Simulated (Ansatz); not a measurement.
The figure comes from a scan of GaAs (zinc blende): a phonon pattern at X = (0.5, 0.5, 0.0) is frozen into a 4-atom cell, Q being the largest atomic displacement. All values below come from PBE (plane waves to 420 eV, PAW, scalar-relativistic; Ansatz, an electronic-structure program). k mesh 10×10×10 (Γ-centred), Fermi-Dirac smearing 0.05 eV. E stands for the smeared free energy. GaAs was relaxed with its symmetry unable to fall. ΔE is measured from the undisplaced structure.

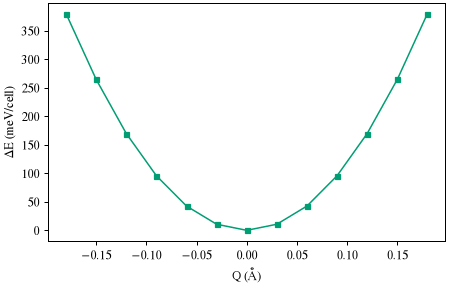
Figure. ΔE (meV/cell) against Q (Å); one marker a computed point.

Read the plotted values off the figure, to the accuracy that the plot allows.

To the nearest 5:

```
Q (Å)   ΔE (meV/cell)
------  -------------
-0.180            380
-0.150            265
-0.120            170
-0.090             95
-0.060             45
-0.030             10
0.000               0
0.030              10
0.060              45
0.090              95
0.120             170
0.150             265
0.180             380
```

(For displaced atoms, the force is minus the slope of the energy, and its curvature is a force constant, which sets phonon frequencies.)
